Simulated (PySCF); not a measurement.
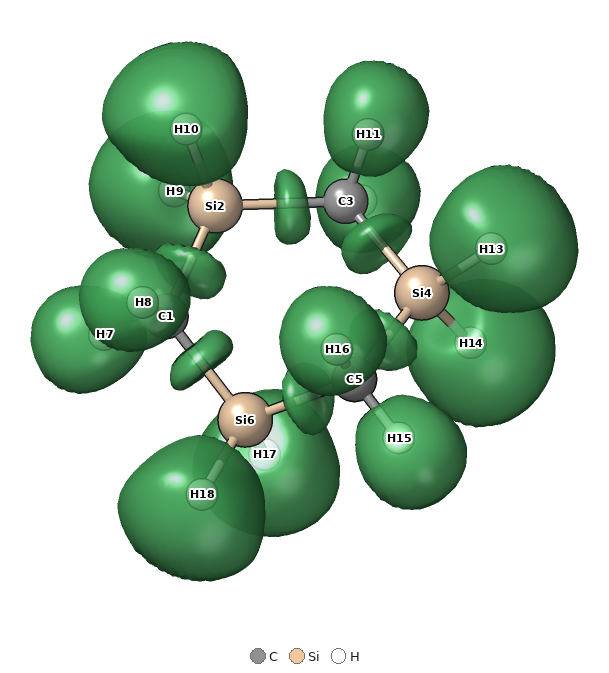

Figure 1: C3H12Si3 (SMILES C1[SiH2]C[SiH2]C[SiH2]1). Isosurface of the ELF at 0.85 (green), seen at a tilt. Core shells and regions of very low density are left out.

Geometry: GFN2-xTB.

Method: PBE0/pcSseg-1, SCF density, gas phase, non-relativistic (PySCF).

```xyz
18

C    -1.7754    0.2516    0.4446
Si   -0.5486    1.7046    0.5721
C     1.2372    1.3463    0.0006
Si    1.8145   -0.4347   -0.3630
C     0.4793   -1.7316    0.0087
Si   -1.2446   -1.2367   -0.6060
H    -2.7246    0.6323    0.0712
H    -1.9811   -0.1085    1.4528
H    -1.0694    2.8243   -0.2313
H    -0.5050    2.1425    1.9793
H     1.9080    1.7729    0.7455
H     1.4128    1.9295   -0.9029
H     3.0187   -0.7363    0.4312
H     2.1743   -0.5380   -1.7870
H     0.7781   -2.6770   -0.4402
H     0.4335   -1.9078    1.0833
H    -1.2116   -0.8864   -2.0327
H    -2.1962   -2.3471   -0.4260
```

Question: Identify the bonds, lone pairs and shells in this picture.

Answer: The surface consists of six regions between bonded C–Si atoms (shared pairs) and twelve regions around hydrogen nuclei. Profiles from the grid: C–Si (1.90 Å): the ELF peaks at about 0.95 between the atoms (a shared electron pair). C–H (1.09 Å): the ELF climbs to about 1 towards the hydrogen, as it does in any bond to H: an ordinary covalent bond to hydrogen.
